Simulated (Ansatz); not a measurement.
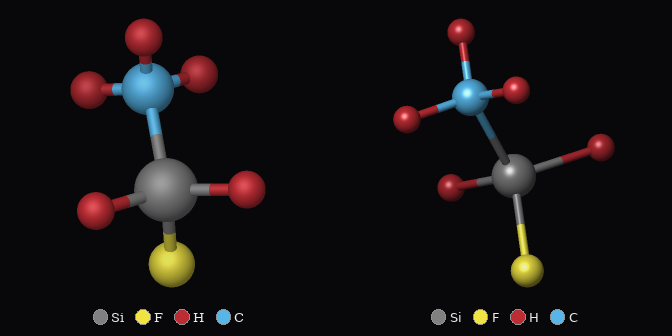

The same structure drawn twice, from different directions.

The geometry was computed by an optimisation with PBE0-D4/def2-TZVP.

Question: Give the formula.

Answer: CH₅FSi, 8 atoms: 1 carbon, 5 hydrogen, 1 fluorine and 1 silicon.

Question: Which point group does it belong to?

Answer: Cs.

Question: How many bonds of each kind are drawn?

Answer: 3 C–H, 2 Si–H, 1 F–Si, 1 C–Si. Sticks follow a distance rule.

Question: How many atoms are distinct by symmetry?

Answer: 6: 1 Si, 1 F, 2 H, 1 C, 1 H, 2 H.

The parts below concern this one geometry. Atoms keep their numbers from picture to picture.

## Electronic properties

Properties computed with RKS r2SCAN-D4/def2-TZVPP (Ansatz 0.2.0).

Question: What is the dispersion correction?

Answer: −2.5 kJ/mol.

## Charges

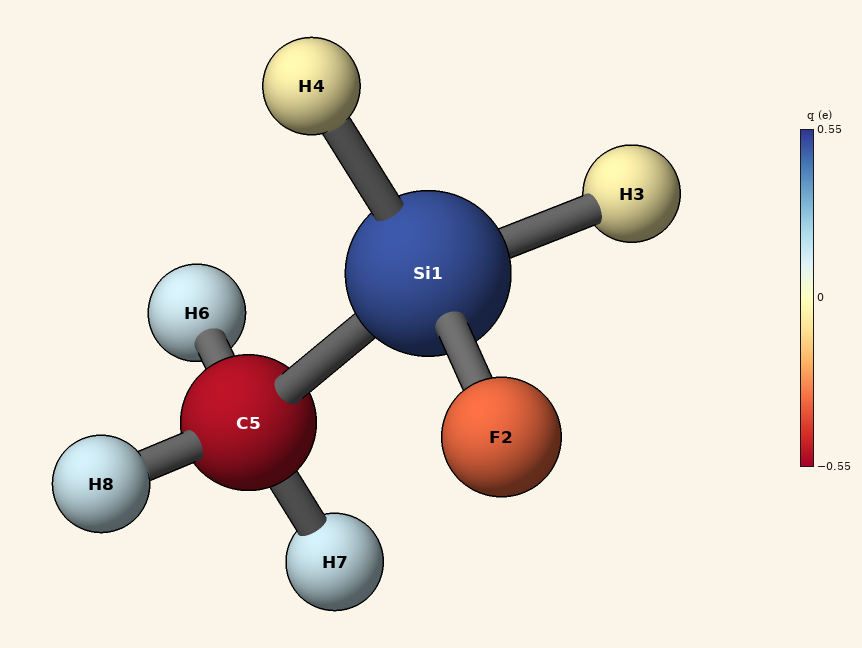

Atoms are coloured by their Mulliken charges. Method: RKS PBE0-D4/def2-TZVP (Ansatz 0.2.0).

Question: Which atom carries the highest charge (most positive or least negative)?

Answer: Si1 (0.49 e).

Question: And the lowest?

Answer: C5 (−0.51 e).

Give the Mulliken charges atom by atom.

```json
{"atom": "Si1", "value (e)": "0.49"}
{"atom": "F2", "value (e)": "−0.33"}
{"atom": "H3", "value (e)": "−0.05"}
{"atom": "H4", "value (e)": "−0.05"}
{"atom": "C5", "value (e)": "−0.51"}
{"atom": "H6", "value (e)": "0.14"}
{"atom": "H7", "value (e)": "0.15"}
{"atom": "H8", "value (e)": "0.15"}
```

## Thermal motion

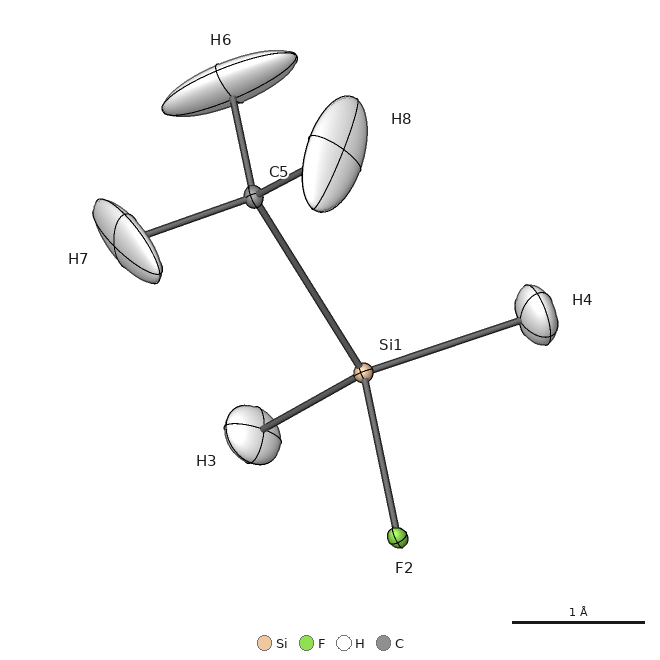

Displacement ellipsoids at the 50 % level, from the internal vibrations of the free molecule (harmonic, no overall translation or rotation; no half-axis is drawn under 0.075 Å). Vibrations computed with RKS PBE0-D4/def2-TZVP (Ansatz 0.2.0). Temperature: 400 K.

Question: Which atom moves most?

Answer: H6, with U_eq = 0.0565 Å².

Question: Does H7 move more along its bond or across it?

Answer: Across it: the root-mean-square amplitude is 0.074 Å along the bond and up to 0.347 Å across, since bending and torsion are softer than stretching.

Give the displacement parameters, one line for each set of equivalent atoms.

```csv
atom,U_eq (Å²),rms amplitudes (Å)
Si1,0.00085,"0.019, 0.026, 0.039"
F2,0.0017,"0.025, 0.032, 0.058"
"H3, H4",0.0194,"0.090, 0.151, 0.165"
C5,0.0016,"0.021, 0.032, 0.058"
H6,0.0565,"0.087, 0.168, 0.365"
"H7, H8",0.0506,"0.074, 0.160, 0.347"
```

## Dipole moment

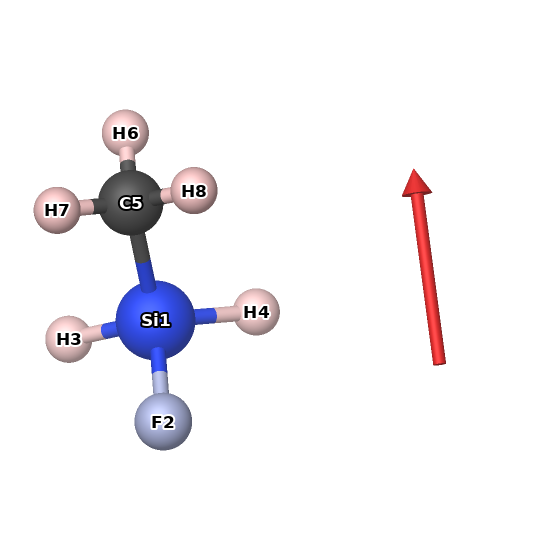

The arrow beside the molecule shows the direction of the dipole moment, from the negative to the positive end (its length means nothing). Level of theory: RKS PBE0-D4/def2-TZVP (Ansatz 0.2.0).

Question: How large is the dipole moment?

Answer: 1.74 D; it points from the side of F2 to the side of H6 (the outermost atoms at the two ends).

Mulliken values depend strongly on the basis set and can even reverse the polarity of a bond.
